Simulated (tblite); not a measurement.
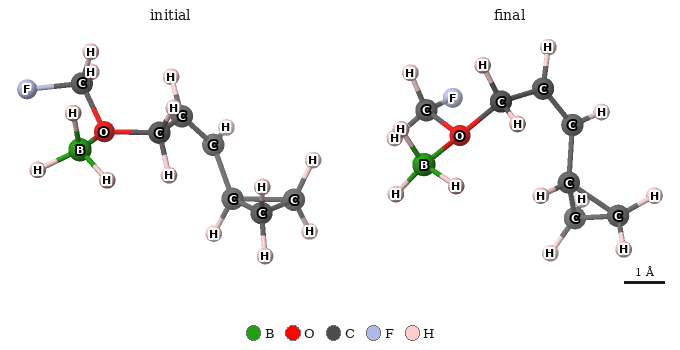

The structure of C$_{7}$H$_{14}$BFO before (left) and after (right) a relaxation, at one scale.

The picture is a ball-and-stick view, seen from a free direction.

The calculation used tblite 0.8.0, GFN2-xTB geometry optimisation, gas phase. 

Question: Summarise the run.

Answer: After 287 geometry steps the energy has fallen by 131.0 kJ/mol. The largest move after the best rigid fit is that of an H atom, 2.84 Å. Largest moves by element: H 2.84 Å, F 2.79 Å, C 1.61 Å, O 0.41 Å, B 0.39 Å. Some distances before and after: B–O 1.480 → 1.677 Å, C–O 1.386 → 1.443 Å, C–H 1.128 → 1.081 Å, C–C 1.546 → 1.510 Å. Bond angles that change, for instance: O–B–H 112.9° → 103.7°, H–B–H 105.9° → 114.4°, C–C–C 110.4° → 118.4°. Groups turn about C–O by about 115°, C–C by about 100°, C–C by about 60°. Cost: 7.9 s on 1 thread of Intel(R) Xeon(R) Processor @ 2.50GHz, on a shared host.
